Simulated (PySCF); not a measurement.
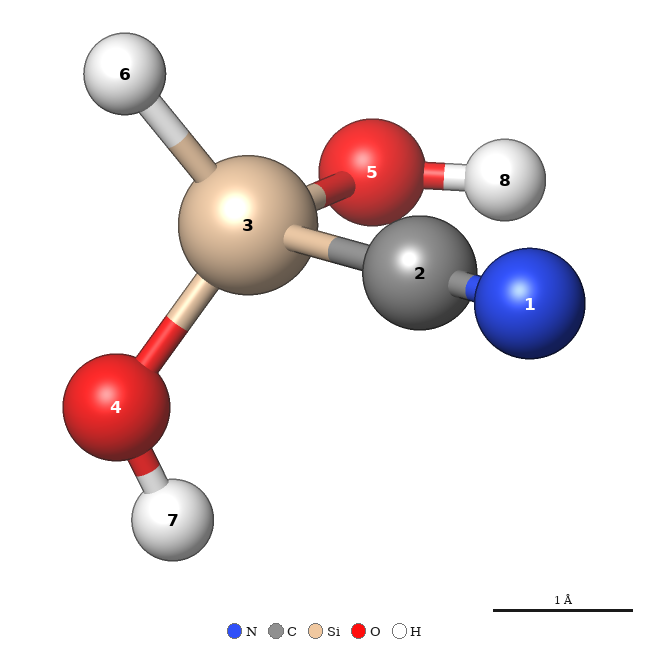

Numbered structure. The geometry was computed by an optimisation with PBE0-D3(BJ)/def2-SVP. No frequency run is at hand to confirm it as a minimum.

Give the bond lengths.

```json
{"bond": "N1–C2", "length (Å)": "1.160", "order": "triple"}
{"bond": "C2–Si3", "length (Å)": "1.871", "order": "single"}
{"bond": "Si3–O4", "length (Å)": "1.642", "order": "single"}
{"bond": "Si3–O5", "length (Å)": "1.648", "order": "single"}
{"bond": "Si3–H6", "length (Å)": "1.472", "order": "single"}
{"bond": "O4–H7", "length (Å)": "0.962", "order": "single"}
{"bond": "O5–H8", "length (Å)": "0.961", "order": "single"}
```
